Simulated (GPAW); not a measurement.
## Magnetic state of free-standing triangular Ni monolayer, spacing 2.629 A from several starts

Does free-standing triangular Ni monolayer, spacing 2.629 A prefer parallel or opposed moments, or none?

Calculated with GPAW 26.7.0; LDA; plane waves with GPAW's PAW setups, scalar-relativistic.

### Step 1. Starting point

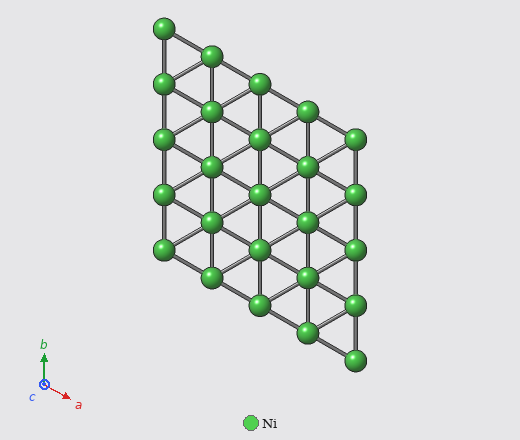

Start, viewed from above; nickel green. 4×4×1 cells are drawn. Some periodic images of atoms are drawn too.

The cell holds 1 atom: 1 Ni. Its edges and angles: a = 2.629 Å, b = 2.629 Å, c = 14.000 Å, α = 90.0°, β = 90.0°, γ = 120.0°. model lattice. Vacuum lies along c.

### Step 2. Order 1, typed as ferro +

Parallel moments need no larger cell; this start tests for a ferromagnetic state only.

order1.py

```python
import json
import numpy as np
from ase import Atoms
from ase.parallel import paropen, parprint
from gpaw import GPAW

atoms = Atoms(['Ni'],
    cell=[[2.629, 0.0, 0.0],
         [-1.3145, 2.276781, 0.0],
         [0.0, 0.0, 14.0]],
    scaled_positions=[[0.0, 0.0, 0.5]],
    pbc=True,
    magmoms=[1.0])
atoms.calc = GPAW(mode={'name': 'pw', 'ecut': 550},
    xc='LDA',
    kpts={'size': (12, 12, 1), 'gamma': True},
    occupations={'name': 'fermi-dirac', 'width': 0.05},
    convergence={'density': 1e-05, 'energy': 1e-05},
    maxiter=200,
    symmetry={'tolerance': 1e-4},
    txt='order1.txt')
e = atoms.get_potential_energy(force_consistent=True)
res = {'free_energy': e, 'energy_sigma0': atoms.get_potential_energy(), 'fermi_energy': atoms.calc.get_fermi_level()}
res['moments'] = atoms.get_magnetic_moments().tolist()
res['total'] = atoms.get_magnetic_moment()
parprint('site moments (muB):', np.round(res['moments'], 3))
parprint(f"total moment: {res['total']:.3f} muB")
parprint(f'free energy: {e:.6f} eV')
atoms.calc.write('order1.gpw')
with paropen('results.json', 'w') as f:
    json.dump(res, f)
```

Started as:

```bash
> OMP_NUM_THREADS=1 mpirun -n 4 gpaw python order1.py > order1.log
```

Numbers of over 12 decimals in the logs are rounded to 6 here.

Output:

```text
site moments (muB): [0.905]
total moment: 0.847 muB
free energy: -6.319108 eV

--- order1.txt ---
Input parameters:
  mode=PW(ecut=550),
  convergence={'density': 1e-05, 'energy': 1e-05},
  kpts=MonkhorstPack(size=(12, 12, 1), gamma=True),
  maxiter=200,
  occupations=Occupations(name='fermi-dirac', width=0.05),
  symmetry=Symmetry(tolerance=0.0001),
  xc=XC(name='LDA')

Diagonalizing LCAO Hamiltonian
Converting LCAO to pw mode

       Ni

Atoms  # Å, Bohr magnetons
|   | symbol |        x |        y |        z |    initial magnetic moments |
|---|--------|----------|----------|----------|-----------------------------|
| 0 |     Ni | 0.000000 | 0.000000 | 7.000000 | ( 0.0000,  0.0000,  1.0000) |

Unit cell  # Å
| periodic |         x |        y |         z |   lengths |     angles |
|----------|-----------|----------|-----------|-----------|------------|
|      yes |  2.629000 | 0.000000 |  0.000000 |  2.629000 |  90.000000 |
|      yes | -1.314500 | 2.276781 |  0.000000 |  2.629000 |  90.000000 |
|      yes |  0.000000 | 0.000000 | 14.000000 | 14.000000 | 119.999998 |

Number of symmetries: 24

BZ-sampling:
  Number of BZ points: 144
  Number of IBZ points: 19

  Monkhorst-Pack size: [12, 12, 1]
  Monkhorst-Pack shift: [0.041667, 0.041667, 0.0]

K-points  # in reciprocal-cell coordinates
|     |                                coordinates |     weight |
|-----|--------------------------------------------|------------|
|   0 | ( -0.00000000,  -0.00000000,   0.00000000) | 0.00694444 |
|   1 | (  0.08333333,  -0.00000000,   0.00000000) | 0.04166667 |
|   2 | (  0.16666667,  -0.08333333,   0.00000000) | 0.04166667 |
|   3 | (  0.16666667,  -0.00000000,   0.00000000) | 0.04166667 |
|   4 | (  0.25000000,  -0.08333333,   0.00000000) | 0.08333333 |
|   5 | (  0.25000000,  -0.00000000,   0.00000000) | 0.04166667 |
|   6 | (  0.33333333,  -0.16666667,   0.00000000) | 0.04166667 |
|   7 | (  0.33333333,  -0.08333333,   0.00000000) | 0.08333333 |
|   8 | (  0.33333333,  -0.00000000,   0.00000000) | 0.04166667 |
|   9 | (  0.33333333,   0.33333333,   0.00000000) | 0.01388889 |
| ... |                                            |            |
|  18 | (  0.50000000,   0.50000000,   0.00000000) | 0.02083333 |

Plane wave coefficients: 2481
Cutoff: 550.0 eV

Spin-components: 2 (collinear spins)
Bands:           12
Projectors:      6
Spin-degeneracy: 1
Datatype:        complex128

Parallelization:
  kpt:    4
  domain: 1
  band:   1

Density:
  Valence electrons: 16.0
  Components: 2
  Grid points: [15 15 80]
  Charge: 0.0  # |e|

Potential:
  Grid points: [15 15 80]

species:
  Ni:
    name:    Nickel
    Z:       28.0
    valence: 16
    core:    12
    charge:  0.0  # [|e|]
    compensation charges:
      type: gauss
      rc: 0.36  # [Å]
      lmax: 2
    cutoffs:
      filter: 2.14  # [Å]
      core: 1.98  # [Å]
    projectors
    | kind |    occ | energy [eV] | rcut [Å] |
    |------|--------|-------------|----------|
    |   4s |  2.000 |      -5.858 |    1.164 |
    |   3p |  6.000 |     -71.266 |    1.207 |
    |   4p |  0.000 |      -1.338 |    1.207 |
    |   3d |  8.000 |      -9.141 |    1.138 |
    |    s |        |      21.353 |    1.164 |
    |    d |        |      18.071 |    1.138 |

    Using partial waves for Ni as LCAO basis

Reference energy: -41300.595870  # eV

eigensolver:
  PPCG
  Converge bands: occupied
  niter=2

density mixing:
  MSR1-Mixer
  Pratt-step length: 0.05
  Maximum mixing coefficient: 0.75
  Old densities: 10
  SVD Regularization: 0.005
  Good broyden scale: 1.0
  Trust region scale: 1.0
  Backstep threshold: 4.0
  History deletion threshold: 6.0
  Fourier metric: weight=20.0, sigma=0.015

occupation numbers:
  Fermi-Dirac:
    width: 0.0500  # eV

poisson solver:
  ecut: 4400.0  # eV

xc functional:
  name: None

convergence criteria:
- Maximum integral of absolute [dens]ity change: 1e-05 electrons / valence electron
- Maximum [total energy] change in last 3 cyles: 1e-05 eV / valence electron
- Maximum integral of absolute [eigenst]ate change: 4e-08 eV^2 / valence electron
maximum number of iterations: 200

SCF iterations
|iter     |      energy | eigst |  dens |  magmom |
|---------|-------------|-------|-------|---------|
|iter:   1|       0s |   -6.871682 | +0.27 |       |  +1.0008|
|iter:   2|       1s |   -6.598107 | -0.80 | -1.03 |  +0.9869|
|iter:   3|       1s |   -6.309942 | -1.29 | -1.19 |  +0.9696|
|iter:   4|       1s |   -6.300988 | -2.32 | -1.63 |  +0.9387|
|iter:   5|       1s |   -6.300430 | -2.51 | -1.76 |  +0.8828|
|iter:   6|       1s |   -6.301692 | -3.36 | -2.22 |  +0.8689|
|iter:   7|       1s |   -6.302903 | -3.72 | -2.36 |  +0.8469|
|iter:   8|       1s |   -6.302843 | -4.68 | -2.86 |  +0.8461|
|iter:   9|       2s |   -6.302899c| -5.24 | -3.15 |  +0.8467|
|iter:  10|       2s |   -6.302952c| -5.70 | -3.69 |  +0.8466|
|iter:  11|       2s |   -6.302934c| -6.45 | -4.08 |  +0.8471|
|iter:  12|       2s |   -6.302935c| -7.10 | -4.74 |  +0.8472|
|iter:  13|       2s |   -6.302934c| -7.56c| -5.44c|  +0.8473|

Converged in 13 steps
Energy contributions relative to reference atoms: (reference = -41300.595870)

Energy contributions:
  Kinetic:           0.228819
  Coulomb:           0.356139
  Zero:              0.113606
  External:          0.000000
  Xc:               -6.985325
  Entropy:          -0.032347
  Spinorbit:         0.000000
  ----------------------------
  Free energy:      -6.319108
  Extrapolated:     -6.302934

dipole moment: (-2.670738, -4.625854, 0.000002)  # |e|*Ang

Total magnetic moment: (0.000000, 0.000000, 0.847255)

Local magnetic moments
|        x |        y |        z |
|----------|----------|----------|
| 0.000000 | 0.000000 | 0.905279 |  # Ni   0

Fermi level: -3.779
Eigenvalues  # (at kpt = [-0.000, -0.000, 0.000])
| band index |      eig [eV] | occ [0-1] |      eig [eV] | occ [0-1] |
|------------|---------------|-----------|---------------|-----------|
|          0 |       -66.995 |     1.000 |       -65.960 |     1.000 |
|          1 |       -66.995 |     1.000 |       -65.960 |     1.000 |
|          2 |       -66.630 |     1.000 |       -65.614 |     1.000 |
|          3 |        -8.768 |     1.000 |        -8.681 |     1.000 |
|          4 |        -5.544 |     1.000 |        -4.702 |     1.000 |
|          5 |        -5.544 |     1.000 |        -4.701 |     1.000 |
|          6 |        -5.217 |     1.000 |        -4.631 |     1.000 |
|          7 |        -4.546 |     1.000 |        -3.524 |     0.006 |
|          8 |        -4.546 |     1.000 |        -3.524 |     0.006 |
|          9 |        -2.459 |     0.000 |        -2.498 |     0.000 |
|         10 |         1.405 |     0.000 |         1.408 |     0.000 |
|         11 |         2.504 |     0.000 |         2.493 |     0.000 |

No gap
No difference between direct/indirect transitions
```

Run time: 4.6 s. Hardware: 4 MPI ranks of AMD EPYC 9R45, shared host; peak memory 0.73 GiB; 17 s of CPU time.

Spin moment in the augmentation sphere by atom:

| atom | spin moment in the augmentation sphere (μB) |
| --- | --- |
| Ni1 | 0.905 |

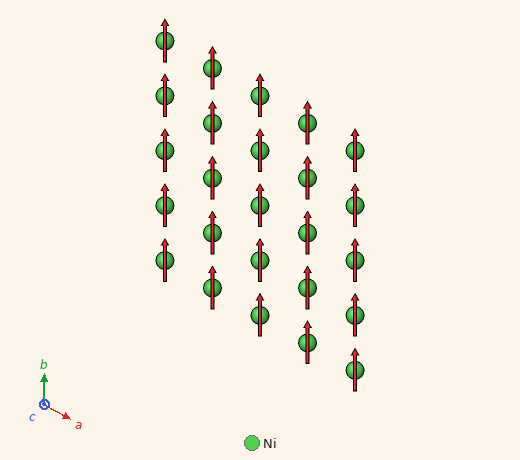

Spin moment in the augmentation sphere as arrows, the longest 0.905 μB. Up and down stand for the sign. Arrows give size and sign along the axis of quantisation, drawn up and down the page. 4×4×1 cells are drawn. Some periodic images of atoms are drawn too.

Numbers from this step:

```yaml
magnetization: 0.8473 μB
final_state: ferromagnetic
```

After 13 cycles the largest moment stands at 0.905 μB.

### Step 3. Run 2 (antiferro q=(0,1/2,0) +-)

Reversing part of the moments tests the sign of the couplings between them.

The cell is doubled to 2 atoms to hold this order. Its mesh is chosen so that both cells sample the same points.

order2.py is the script of step 2 with these lines changed:

```diff
@@ -6,12 +6,13 @@
 
-atoms = Atoms(['Ni'],
+atoms = Atoms(['Ni', 'Ni'],
     cell=[[2.629, 0.0, 0.0],
-         [-1.3145, 2.276781, 0.0],
+         [-2.629, 4.553562, 0.0],
          [0.0, 0.0, 14.0]],
-    scaled_positions=[[0.0, 0.0, 0.5]],
+    scaled_positions=[[0.0, 0.0, 0.5],
+         [0.0, 0.5, 0.5]],
     pbc=True,
-    magmoms=[1.0])
+    magmoms=[1.0, -1.0])
 atoms.calc = GPAW(mode={'name': 'pw', 'ecut': 550},
     xc='LDA',
-    kpts={'size': (12, 12, 1), 'gamma': True},
+    kpts={'size': (12, 6, 1), 'gamma': True},
     occupations={'name': 'fermi-dirac', 'width': 0.05},
@@ -20,3 +21,3 @@
     symmetry={'tolerance': 1e-4},
-    txt='order1.txt')
+    txt='order2.txt')
 e = atoms.get_potential_energy(force_consistent=True)
@@ -28,3 +29,3 @@
 parprint(f'free energy: {e:.6f} eV')
-atoms.calc.write('order1.gpw')
+atoms.calc.write('order2.gpw')
 with paropen('results.json', 'w') as f:
```

Started as:

```bash
> OMP_NUM_THREADS=1 mpirun -n 4 gpaw python order2.py > order2.log
```

Output:

```text
site moments (muB): [ 0.674 -0.675]
total moment: -0.001 muB
free energy: -12.453492 eV

--- order2.txt ---
Input parameters:
  mode=PW(ecut=550),
  convergence={'density': 1e-05, 'energy': 1e-05},
  kpts=MonkhorstPack(size=(12, 6, 1), gamma=True),
  maxiter=200,
  occupations=Occupations(name='fermi-dirac', width=0.05),
  symmetry=Symmetry(tolerance=0.0001),
  xc=XC(name='LDA')

Diagonalizing LCAO Hamiltonian
Converting LCAO to pw mode

         Ni
          Ni

Atoms  # Å, Bohr magnetons
|   | symbol |         x |        y |        z |    initial magnetic moments |
|---|--------|-----------|----------|----------|-----------------------------|
| 0 |     Ni |  0.000000 | 0.000000 | 7.000000 | ( 0.0000,  0.0000,  1.0000) |
| 1 |     Ni | -1.314500 | 2.276781 | 7.000000 | ( 0.0000,  0.0000, -1.0000) |

Unit cell  # Å
| periodic |         x |        y |         z |   lengths |     angles |
|----------|-----------|----------|-----------|-----------|------------|
|      yes |  2.629000 | 0.000000 |  0.000000 |  2.629000 |  90.000000 |
|      yes | -2.629000 | 4.553562 |  0.000000 |  5.258000 |  90.000000 |
|      yes |  0.000000 | 0.000000 | 14.000000 | 14.000000 | 119.999998 |

Number of symmetries: 4

BZ-sampling:
  Number of BZ points: 72
  Number of IBZ points: 38

  Monkhorst-Pack size: [12, 6, 1]
  Monkhorst-Pack shift: [0.041667, 0.083333, 0.0]

Plane wave coefficients: 4944
Cutoff: 550.0 eV

Spin-components: 2 (collinear spins)
Bands:           24
Projectors:      12
Spin-degeneracy: 1
Datatype:        complex128

Parallelization:
  kpt:    4
  domain: 1
  band:   1

Density:
  Valence electrons: 32.0
  Components: 2
  Grid points: [15 30 80]
  Charge: 0.0  # |e|

Potential:
  Grid points: [15 30 80]

[... setups left out ...]
Reference energy: -82601.191740  # eV

eigensolver:
  PPCG
  Converge bands: occupied
  niter=2

density mixing:
  MSR1-Mixer
  Pratt-step length: 0.05
  Maximum mixing coefficient: 0.75
  Old densities: 10
  SVD Regularization: 0.005
  Good broyden scale: 1.0
  Trust region scale: 1.0
  Backstep threshold: 4.0
  History deletion threshold: 6.0
  Fourier metric: weight=20.0, sigma=0.015

occupation numbers:
  Fermi-Dirac:
    width: 0.0500  # eV

poisson solver:
  ecut: 4400.0  # eV

xc functional:
  name: None

convergence criteria:
- Maximum integral of absolute [dens]ity change: 1e-05 electrons / valence electron
- Maximum [total energy] change in last 3 cyles: 1e-05 eV / valence electron
- Maximum integral of absolute [eigenst]ate change: 4e-08 eV^2 / valence electron
maximum number of iterations: 200

SCF iterations
|iter     |      energy | eigst |  dens |  magmom |
|---------|-------------|-------|-------|---------|
|iter:   1|       0s |  -13.665888 | +0.26 |       |  +0.0000|
|iter:   2|       1s |  -13.040693 | -0.87 | -0.99 |  +0.0000|
|iter:   3|       2s |  -12.413695 | -1.23 | -1.12 |  -0.0000|
|iter:   4|       3s |  -12.400772 | -2.35 | -1.67 |  +0.0000|
|iter:   5|       5s |  -12.399436 | -2.50 | -1.73 |  -0.0000|
|iter:   6|       6s |  -12.401559 | -3.56 | -2.12 |  +0.0003|
|iter:   7|       7s |  -12.504282 | -2.99 | -2.25 |  -0.0186|
|iter:   8|       8s |  -12.403631 | -3.10 | -1.16 |  -0.0011|
|iter:   9|       9s |  -12.404139 | -4.30 | -2.39 |  +0.0007|
|iter:  10|      10s |  -12.404425 | -4.51 | -2.38 |  -0.0006|
[... 17 iterations left out ...]
|iter:  28|      23s |  -12.403938c| -9.63c| -4.78 |  -0.0006|
|iter:  29|      24s |  -12.403939c| -8.09c| -4.64 |  -0.0006|
|iter:  30|      25s |  -12.403941c| -8.45c| -3.64 |  -0.0006|
|iter:  31|      26s |  -12.403938c| -7.65c| -3.42 |  -0.0005|
|iter:  32|      26s |  -12.403938c| -9.12c| -4.63 |  -0.0005|
|iter:  33|      27s |  -12.403938c| -8.84c| -4.86 |  -0.0006|
|iter:  34|      27s |  -12.403938c| -9.44c| -4.69 |  -0.0006|
|iter:  35|      28s |  -12.403938c| -8.03c| -4.77 |  -0.0006|
|iter:  36|      28s |  -12.403938c| -8.11c| -4.53 |  -0.0006|
|iter:  37|      29s |  -12.403938c| -9.99c| -5.25c|  -0.0006|

Converged in 37 steps
Energy contributions relative to reference atoms: (reference = -82601.191740)

Energy contributions:
  Kinetic:           0.563424
  Coulomb:           0.650015
  Zero:              0.224921
  External:          0.000000
  Xc:              -13.792745
  Entropy:          -0.099107
  Spinorbit:         0.000000
  ----------------------------
  Free energy:     -12.453492
  Extrapolated:    -12.403938

dipole moment: (-5.340618, -9.250196, 0.000007)  # |e|*Ang

Total magnetic moment: (0.000000, 0.000000, -0.000581)

Local magnetic moments
|        x |        y |         z |
|----------|----------|-----------|
| 0.000000 | 0.000000 |  0.674126 |  # Ni   0
| 0.000000 | 0.000000 | -0.674725 |  # Ni   1

Fermi level: -3.904
Eigenvalues  # (at kpt = [-0.000, 0.000, 0.000])
| band index |      eig [eV] | occ [0-1] |      eig [eV] | occ [0-1] |
|------------|---------------|-----------|---------------|-----------|
|          0 |       -66.880 |     1.000 |       -66.880 |     1.000 |
|        ... |               |           |               |           |
|          6 |        -8.661 |     1.000 |        -8.661 |     1.000 |
|          7 |        -6.478 |     1.000 |        -6.479 |     1.000 |
|          8 |        -5.360 |     1.000 |        -5.360 |     1.000 |
|          9 |        -5.103 |     1.000 |        -5.104 |     1.000 |
|         10 |        -5.025 |     1.000 |        -5.025 |     1.000 |
|         11 |        -4.992 |     1.000 |        -4.992 |     1.000 |
|         12 |        -4.578 |     1.000 |        -4.578 |     1.000 |
|         13 |        -4.086 |     0.974 |        -4.086 |     0.974 |
|         14 |        -3.853 |     0.264 |        -3.853 |     0.266 |
|         15 |        -3.713 |     0.021 |        -3.713 |     0.021 |
|         16 |        -3.634 |     0.004 |        -3.634 |     0.004 |
|         17 |        -2.459 |     0.000 |        -2.459 |     0.000 |
|         18 |        -1.531 |     0.000 |        -1.531 |     0.000 |
|         19 |         1.397 |     0.000 |         1.397 |     0.000 |
|         20 |         1.743 |     0.000 |         1.743 |     0.000 |
|         21 |         2.490 |     0.000 |         2.490 |     0.000 |
|        ... |               |           |               |           |
|         23 |         4.473 |     0.000 |         4.473 |     0.000 |

No gap
No difference between direct/indirect transitions
```

Wall time 33 s (4 MPI ranks); peak memory 1.1 GiB; 2.2 min of CPU time.

Spin moment in the augmentation sphere by atom:

| atom | spin moment in the augmentation sphere (μB) |
| --- | --- |
| Ni1 | 0.674 |
| Ni2 | -0.675 |

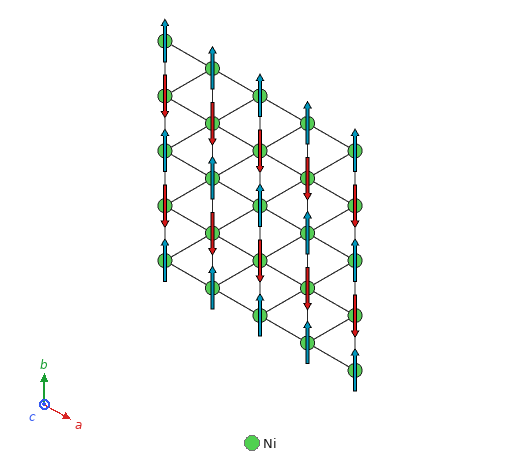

Spin moment in the augmentation sphere as arrows, the longest 0.675 μB. Up and down stand for the sign. Arrows give size and sign along the axis of quantisation, drawn up and down the page. The two directions have two colours. 4×2×1 cells are drawn. Some periodic images of atoms are drawn too.

Read from the output:

- magnetization: 0 μB
- final state: antiferromagnetic

It lies 92.4 meV a seeded atom over the first start, and its largest moment is 0.675 μB against 0.905 μB.

### Step 4. Order 3, typed as no spin polarisation

This run holds no moments, which gives a state to set the others against.

nospin.py

```python
import json
import numpy as np
from ase import Atoms
from ase.parallel import paropen, parprint
from gpaw import GPAW

atoms = Atoms(['Ni'],
    cell=[[2.629, 0.0, 0.0],
         [-1.3145, 2.276781, 0.0],
         [0.0, 0.0, 14.0]],
    scaled_positions=[[0.0, 0.0, 0.5]],
    pbc=True)
atoms.calc = GPAW(mode={'name': 'pw', 'ecut': 550},
    xc='LDA',
    kpts={'size': (12, 12, 1), 'gamma': True},
    occupations={'name': 'fermi-dirac', 'width': 0.05},
    convergence={'density': 1e-05, 'energy': 1e-05},
    maxiter=200,
    symmetry={'tolerance': 1e-4},
    txt='nospin.txt')
e = atoms.get_potential_energy(force_consistent=True)
res = {'free_energy': e, 'energy_sigma0': atoms.get_potential_energy(), 'fermi_energy': atoms.calc.get_fermi_level()}
parprint(f'free energy: {e:.6f} eV')
atoms.calc.write('nospin.gpw')
with paropen('results.json', 'w') as f:
    json.dump(res, f)
```

Started as:

```bash
> OMP_NUM_THREADS=1 mpirun -n 4 gpaw python nospin.py > nospin.log
```

Output:

```text
free energy: -6.194127 eV

--- nospin.txt ---
Input parameters:
  mode=PW(ecut=550),
  convergence={'density': 1e-05, 'energy': 1e-05},
  kpts=MonkhorstPack(size=(12, 12, 1), gamma=True),
  maxiter=200,
  occupations=Occupations(name='fermi-dirac', width=0.05),
  symmetry=Symmetry(tolerance=0.0001),
  xc=XC(name='LDA')

Diagonalizing LCAO Hamiltonian
Converting LCAO to pw mode

       Ni

Atoms  # Å, Bohr magnetons
[...]
|------------|---------------|-----------|
|          0 |       -66.452 |     2.000 |
|          1 |       -66.452 |     2.000 |
|          2 |       -66.012 |     2.000 |
|          3 |        -8.693 |     2.000 |
|          4 |        -5.108 |     2.000 |
[...]
|          8 |        -3.953 |     0.227 |
|          9 |        -2.458 |     0.000 |
|         10 |         1.405 |     0.000 |
|         11 |         2.497 |     0.000 |

No gap
No difference between direct/indirect transitions

[key lines of the parts left out:]
Free energy:      -6.194127
Converged in 14 steps
dipole moment: (-2.668185, -4.621432, 0.000002)  # |e|*Ang
Fermi level: -4.055
```

Wall time 3.7 s (4 MPI ranks); peak memory 0.61 GiB.

This step gave:

| Property | Result |
| --- | --- |
| final state | non-magnetic (no spin polarisation) |

It lies 125 meV a seeded atom over the first start.

### Step 5. Ranking

These are free energies at a smearing of 0.05 eV, so its entropy term is in the differences. They are divided by the number of seeded atoms, so that cells of unlike size compare. Wavevectors q in the names are fractions of the reciprocal vectors of the first run's cell.

Orders:

| start | final state | typed order kept | energy over the lowest (meV a seeded atom) | largest site moment (μB) | net moment (μB a primitive cell) | mesh matched | CPU time (s) |
| --- | --- | --- | --- | --- | --- | --- | --- |
| ferro + | ferromagnetic | yes | 0 | 0.9053 | 0.8473 | yes | 17.44 |
| antiferro q=(0,1/2,0) +- | antiferromagnetic | yes | 92.36 | 0.6747 | 2.91e-4 | yes | 129.2 |
| no spin polarisation | non-magnetic | - | 125 | 0 | 0 | yes | 13.89 |

### Step 6. Results

| Quantity | Value |
| --- | --- |
| lowest state found | ferromagnetic (typed ferro +) |
| largest site moment | 0.905 μB |
| next state | antiferromagnetic, 92.4 meV a seeded atom higher |
| energy gained by spin polarisation | 125 meV a seeded atom |

The lowest state found is ferromagnetic, reached from the start ferro +, with moments up to 0.905 μB. The next state costs 92 meV a seeded atom. This is the lowest of 3 finished starts, no proof of the ground state.

[Logs and program files are shortened in this print: banners, set-up blocks, solver, clock and traceback lines can be left out without a mark of their own.]

[Logs are printed without paths, hosts, clocks, repeated set-up lines and the standing remarks that a program may print on its own settings, such as how far it seeks lower states.]

[Hosts, paths, dates, database ids (printed as entryN), source tags and the programs' standing remarks are cut or masked in the printed files.]

[Where a cell is said to come from a database of computed structures, the database is the Materials Project.]
